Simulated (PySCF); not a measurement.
# C$_{7}$H$_{8}$, SMILES `Cc1ccccc1`: electronic structure

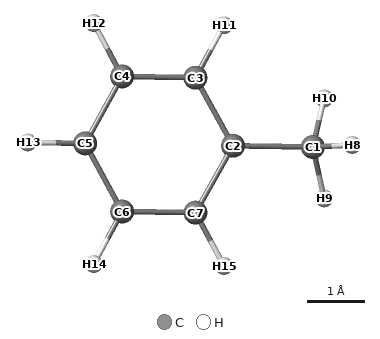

The molecule, with its atoms numbered as below. No frequency check shows the geometry to be a minimum.

Cartesian coordinates (Å):

```
C1      -2.4028   -0.0001    0.0036
C2      -0.9038   -0.0002   -0.0086
C3      -0.1944   -1.1946   -0.0045
C4       1.1891   -1.1963    0.0015
C5       1.8853    0.0001    0.0041
C6       1.1889    1.1964    0.0015
C7      -0.1946    1.1945   -0.0046
H8      -2.7675    0.0009    1.0316
H9      -2.7952    0.8851   -0.4917
H10     -2.7950   -0.8857   -0.4916
H11     -0.7324   -2.1323   -0.0079
H12      1.7255   -2.1343    0.0014
H13      2.9654    0.0002    0.0060
H14      1.7252    2.1345    0.0013
H15     -0.7327    2.1321   -0.0080
```

### 1. In an electric field

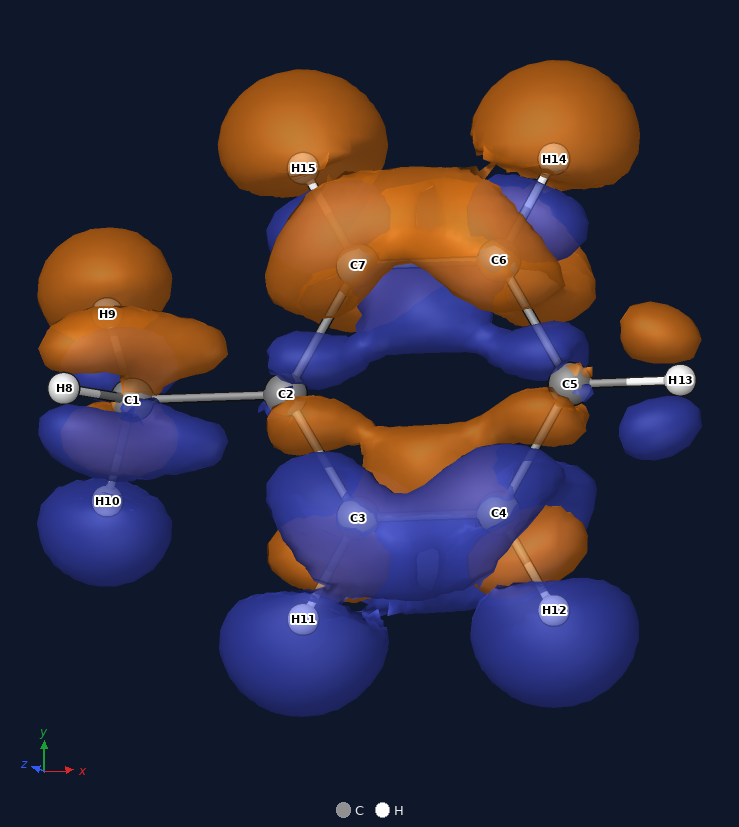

Change of the electron density in a uniform field of 0.26 V/Å, surfaces at ±0.002 e/Å³ (orange: gain, blue: loss).

Level of theory: PBE0/cc-pVDZ (PySCF), at a geometry from GFN2-xTB. A basis without diffuse functions makes polarisabilities too small.

Q: Along which Cartesian direction does the field point?

A: Along −y: electrons gather on the +y side, against the field.

Q: What dipole is induced, and what polarisability does it imply?

A: The induced dipole is 1.02 D (along the field); α along this axis, from the fields in both directions, is 80 bohr³ (11.9 Å³).

Q: Which atoms gain and lose the most charge?

A: Electrons gather most on H14 (Hirshfeld charge changes by −0.011 e) and leave H12 most (+0.011 e); 0.087 electrons are displaced in all.

### 2. Removing or adding an electron

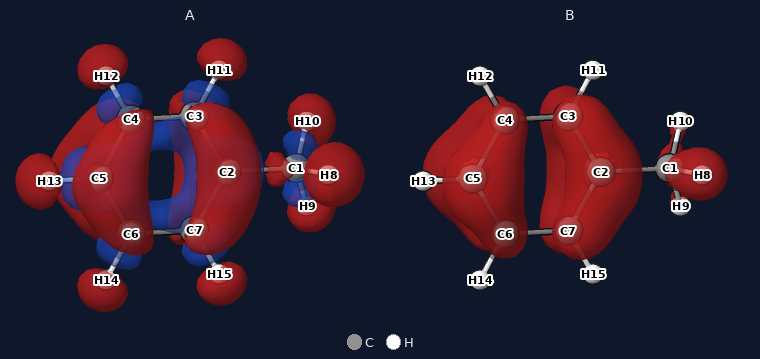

The Fukui function f⁻ from two separate SCF calculations and the density of the HOMO, at ±0.015 e/Å³ (red positive, blue negative).

Method: BLYP/6-31+G*; geometry: GFN2-xTB; program: PySCF.

Q: Which panel is which, and how good is the frozen-orbital picture?

A: A is f⁻ (it has negative regions), B the HOMO density. The HOMO lies on C5 (25 %), C2 (24 %) and C3 and C7 (11 % each); f⁻ (Hirshfeld-condensed) is largest on C5 (0.15), C2 (0.12) and C3 and C7 (0.08 each); the vertical ionisation energy is 8.55 eV (the stability of the cation's solution wasn't checked). Relaxation shifts 28 % of the electron between atoms. The orbital energy is −5.74 eV.

### 3. Localised orbitals

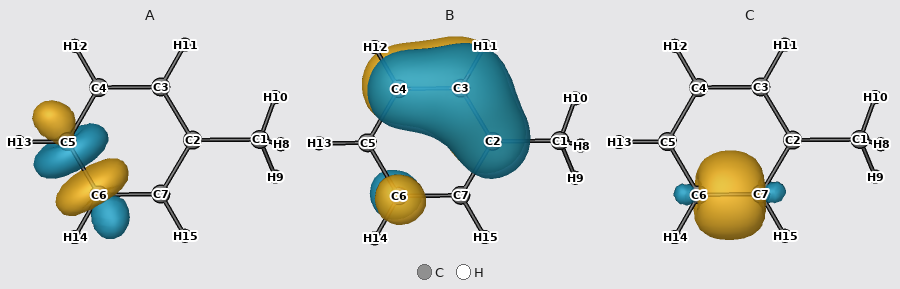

Intrinsic bond orbitals (IBO), occupied and valence-virtual; each surface holds about 85 % of the orbital's density. Energies are diagonal elements of the Fock matrix.

Method: TPSS/def2-SVPD; geometry: GFN2-xTB; program: PySCF.

Q: Name the orbitals, with their atomic make-up and energies.

A: By panel:
- A: σ* orbital C5–C6 (C5 50 %, C6 50 %; 14.4 eV)
- B: multicentre orbital mainly over C3, C4 and C2 (C3 51 %, C4 23 %, C2 21 %; −7.2 eV)
- C: σ bond C7–C6 (C7 50 %, C6 50 %; −14.7 eV)
